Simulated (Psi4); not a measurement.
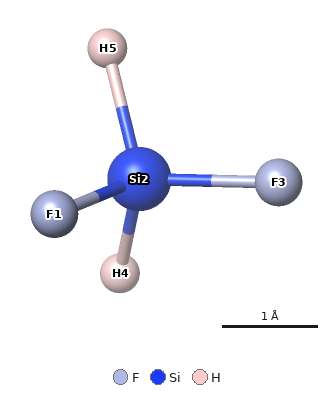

The structure (ball-and-stick view, seen at a tilt; atoms are numbered from 1 in the order of the input). Bond lengths as drawn: F–Si 1.53 Å and H–Si 1.49 Å.

Run report: SiH₂F₂ (charge +1), single-point calculation

System: SiH₂F₂, charge +1, multiplicity 2.
Method: HF-3c/MINIX, UHF (Psi4 1.11).

The geometry was optimised with HF-3c/MINIX.

What the program printed
```
Psi4 1.11 release

   => Loading Basis Set <=

    Name: MINIX
    Role: ORBITAL
    Keyword: BASIS

   => HF3C: Empirical Dispersion <=

        s6 =       1.000000
        s8 =       0.877700
        a1 =       0.417100
        a2 =       2.914900

         ---------------------------------------------------------
                                   SCF
                              UKS Reference
                        1 Threads,   1525 MiB Core
         ---------------------------------------------------------

  ==> Geometry <==

    Molecular point group: c1
    Full point group: C1

    Geometry (in Angstrom), charge = 1, multiplicity = 2:

       Center              X                  Y                   Z               Mass
    ------------   -----------------  -----------------  -----------------  -----------------
         F           -0.000000013593     0.383229907948    -1.259055066351    18.998403162730
         SI          -0.000000013593     0.383229907948     0.271485933649    27.976926534650
         F           -0.000000013593    -1.060666814342     0.779148291053    18.998403162730
         H            1.228403569799     1.065971135942     0.755151265393     1.007825032230
         H           -1.228402679976     1.065970833867     0.755150947843     1.007825032230

  Running in c1 symmetry.

  Rotational constants: A =      0.87803  B =      0.27055  C =      0.22350 [cm^-1]
  Rotational constants: A =  26322.67686  B =   8110.96364  C =   6700.47253 [MHz]
  Nuclear repulsion =  122.229121400317524

  Charge       = 1
  Multiplicity = 2
  Electrons    = 33
  Nalpha       = 17
  Nbeta        = 16

  ==> Algorithm <==

  SCF Algorithm Type is DF.
  DIIS enabled.
  MOM disabled.
  Fractional occupation disabled.
  Guess Type is SAD.
  Energy threshold   = 1.00e-06
  Density threshold  = 1.00e-06
  Integral threshold = 1.00e-12

  ==> Primary Basis <==

  Basis Set: MINIX
    Blend: MINIX
    Number of shells: 14
    Number of basis functions: 26
    Number of Cartesian functions: 27
    Spherical Harmonics?: true
    Max angular momentum: 2

   => Loading Basis Set <=

    Name: (MINIX AUX)
    Role: JKFIT
    Keyword: DF_BASIS_SCF

  ==> Integral Setup <==

  DFHelper Memory: AOs need 0.002 GiB; user supplied 1.118 GiB.
  SCF_SUBTYPE=INCORE selected. In-core MEM_DF algorithm will be used.
  Using in-core AOs.

  ==> MemDFJK: Density-Fitted J/K Matrices <==

    J tasked:                   Yes
    K tasked:                   Yes
    wK tasked:                   No
    Memory [MiB]:              1144
    Algorithm:                 Core
    Schwarz Cutoff:           1E-12
    Mask sparsity (%):       0.8876
    Fitting Condition:        1E-10

   => Auxiliary Basis Set <=

  Basis Set: (MINIX AUX)
    Blend: DEF2-UNIVERSAL-JKFIT
    Number of shells: 100
    Number of basis functions: 318
    Number of Cartesian functions: 381
    Spherical Harmonics?: true
    Max angular momentum: 4

  Minimum eigenvalue in the overlap matrix is 2.1693662175E-01.
  Reciprocal condition number of the overlap matrix is 1.1572300535E-01.
    Using symmetric orthogonalization.

  ==> Pre-Iterations <==

  SCF Guess: Superposition of Atomic Densities via on-the-fly atomic UHF (no occupation information).

   -------------------------
    Irrep   Nso     Nmo
   -------------------------
     A         26      26
   -------------------------
    Total      26      26
   -------------------------

  ==> Iterations <==

                           Total Energy        Delta E     RMS |[F,P]|

   @DF-UKS iter SAD:  -485.20449336508506   -4.85204e+02   0.00000e+00
   @DF-UKS iter   1:  -485.84676579204836   -6.42272e-01   1.26929e-02 DIIS/ADIIS
   @DF-UKS iter   2:  -485.92328037746171   -7.65146e-02   4.22535e-03 DIIS/ADIIS
   @DF-UKS iter   3:  -485.93107429731077   -7.79392e-03   1.14808e-03 DIIS/ADIIS
   @DF-UKS iter   4:  -485.93258749979088   -1.51320e-03   4.15362e-04 DIIS/ADIIS
   @DF-UKS iter   5:  -485.93284028719791   -2.52787e-04   8.00012e-05 DIIS
   @DF-UKS iter   6:  -485.93284979654823   -9.50935e-06   3.50494e-05 DIIS
   @DF-UKS iter   7:  -485.93285294291854   -3.14637e-06   9.52790e-06 DIIS
   @DF-UKS iter   8:  -485.93285315414181   -2.11223e-07   1.79414e-06 DIIS
   @DF-UKS iter   9:  -485.93285315924356   -5.10175e-09   2.53983e-07 DIIS
  Energy and wave function converged.

  ==> Post-Iterations <==

   @Spin Contamination Metric:   4.323145187E-02
   @S^2 Expected:                7.500000000E-01
   @S^2 Observed:                7.932314519E-01
   @S   Expected:                5.000000000E-01
   @S   Observed:                5.000000000E-01

    Orbital Energies [Eh]
    ---------------------

    Alpha Occupied:

       1A    -68.790360     2A    -26.354996     3A    -26.353833
       4A     -6.568214     5A     -4.648091     6A     -4.646946
       7A     -4.643983     8A     -1.901244     9A     -1.877056
      10A     -1.100595    11A     -0.991792    12A     -0.978480
      13A     -0.960632    14A     -0.920473    15A     -0.903883
      16A     -0.891824    17A     -0.870663

    Alpha Virtual:

      18A     -0.039518    19A     -0.010216    20A      0.068962
      21A      0.095989    22A      0.359746    23A      0.413472
      24A      0.675426    25A      0.789879    26A      0.907005

    Beta Occupied:

       1A    -68.792048     2A    -26.351831     3A    -26.350671
       4A     -6.571623     5A     -4.648292     6A     -4.648027
       7A     -4.643889     8A     -1.891238     9A     -1.866311
      10A     -1.053975    11A     -0.961941    12A     -0.957279
      13A     -0.922841    14A     -0.887723    15A     -0.872298
      16A     -0.818847

    Beta Virtual:

      17A     -0.432712    18A     -0.044904    19A     -0.004629
      20A      0.149729    21A      0.157041    22A      0.384265
      23A      0.414975    24A      0.732790    25A      0.811699
      26A      0.903854

    Final Occupation by Irrep:
              A
    DOCC [    16 ]
    SOCC [     1 ]
    NA   [    17 ]
    NB   [    16 ]

  @DF-UKS Final Energy:  -485.93285315924356

   => Energetics <=

    Nuclear Repulsion Energy =            122.2291214003175241
    One-Electron Energy =                -910.6330476209029712
    Two-Electron Energy =                 302.4955737872415398
    Total Energy =                       -485.9328531592435638

  UHF NO Occupations:
  HONO-2 :   15  A 1.9987134
  HONO-1 :   16  A 1.9797345
  HONO-0 :   17  A 1.0000000
  LUNO+0 :   18  A 0.0202655
  LUNO+1 :   19  A 0.0012866
  LUNO+2 :   20  A 0.0002350
  LUNO+3 :   21  A 0.0000190

Computation Completed

Properties will be evaluated at   0.000000,   0.000000,   0.000000 [a0]

Properties computed using the SCF density matrix

 Multipole Moments:

 ------------------------------------------------------------------------------------
     Multipole            Electronic (a.u.)      Nuclear  (a.u.)        Total (a.u.)
 ------------------------------------------------------------------------------------

 L = 1.  Multiply by 2.5417464519 to convert [e a0] to [Debye]
 Dipole X            :          0.0000032            0.0000009            0.0000041
 Dipole Y            :         -0.9581096            2.6460484            1.6879389
 Dipole Z            :         -0.6787413            1.8745031            1.1957618
 Magnitude           :                                                    2.0685705

 ------------------------------------------------------------------------------------

	total time  =          4 seconds =       0.07 minutes

    Psi4 run time: 0:00:03.61
```

This output came from the following input.

The input (job.in)
```
memory 1600 mb

molecule {
  1 2
  F
  Si 1 R2
  F 2 R3 1 A3
  H 2 R4 1 A4 3 D4
  H 2 R5 4 A5 3 D5

  R2 = 1.530541
  R3 = 1.530542
  A3 = 109.37126
  R4 = 1.486285
  A4 = 108.99096
  D4 = 119.06511
  R5 = 1.486284
  A5 = 111.48022
  D5 = 120.34898
}

set reference uks

energy("hf-3c")
```

Launched with:
```bash
psi4 -i job.in -o job.out -n 1
```

Key numbers

```csv
quantity,value
outcome,converged
total energy,−485.932853 hartree
dispersion energy,−0.024501 hartree
basis functions,26
⟨S²⟩,0.793
hardware,"1 thread of Intel Xeon @ 2.50GHz (Skylake/Cascade Lake), 12 GiB of memory available, shared host"
wall time,6 s
peak memory,0.2 GiB
```
